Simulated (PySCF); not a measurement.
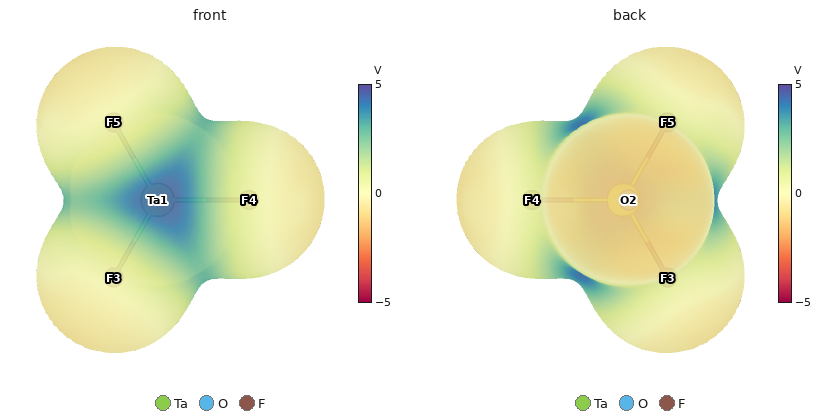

Figure 1: F₃OTa. The molecular electrostatic potential painted on the density surface at 0.002 e/bohr³, seen from the front and from behind; red is negative and blue positive.

Core potentials replace the inner electrons of Ta.

These are results of RKS r2SCAN, Ta def2-SVP with ECP60, O def2-SVP, F def2-SVP; non-relativistic Hamiltonian with scalar-relativistic core potentials where named; density fitting (PySCF), not measurements.

```tsv
atom	x (Å)	y (Å)	z (Å)
Ta	-0.0845	0.0000	-0.0344
O	1.3145	0.0000	-1.0321
F	0.0246	1.5541	1.0122
F	-1.5594	0.0000	-1.1968
F	0.0246	-1.5541	1.0122
```

Describe the electrostatic potential map.

Answer. The most negative region (about −1.3 V) lies over O2, the most positive (about +4.4 V) over Ta1. O2 is the likeliest acceptor of a hydrogen bond.
